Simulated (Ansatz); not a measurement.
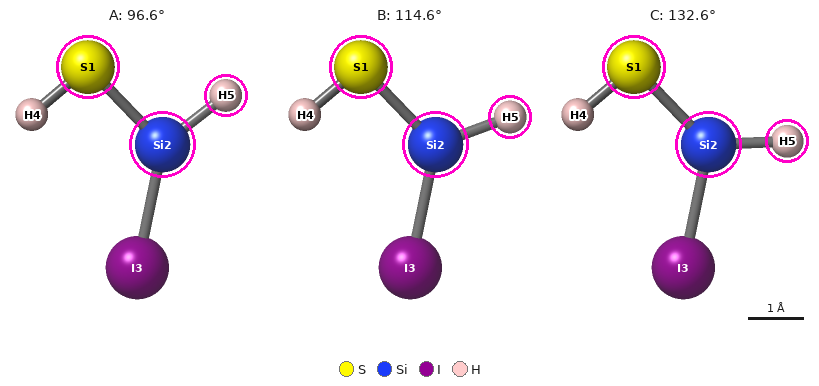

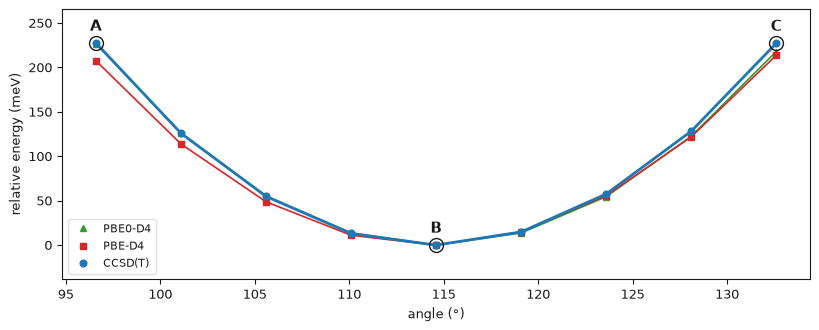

A scan of SiH2SI (charge +1): the H5–Si2–S1 angle is varied, with the rest of the molecule carried along rigidly. The lettered frames are marked on the plot, at the values of CCSD(T). Style: ball-and-stick. Shown onto the plane of the angle. The ringed atoms are those of the scanned coordinate.

Single-point energies from Ansatz with CCSD(T), PBE-D4, PBE0-D4 in the def2-TZVPP basis, on geometries moved rigidly from the minimum at PBE0-D4/def2-TZVP. Coupled cluster with a frozen core. Elements past krypton carry the basis set's effective core potentials. Energies are counted from the PBE0-D4/def2-TZVP minimum geometry at the same level.

Q: What does the scan show?

A: With CCSD(T): the lowest computed point lies at the angle 114.6° (0.0 meV). The curvature at the lowest point is about 4.6 eV/rad². At 96.6° the levels give PBE-D4 207.3 meV, PBE0-D4 226.4 meV, CCSD(T) 227.4 meV. Closest to CCSD(T) there is PBE0-D4.
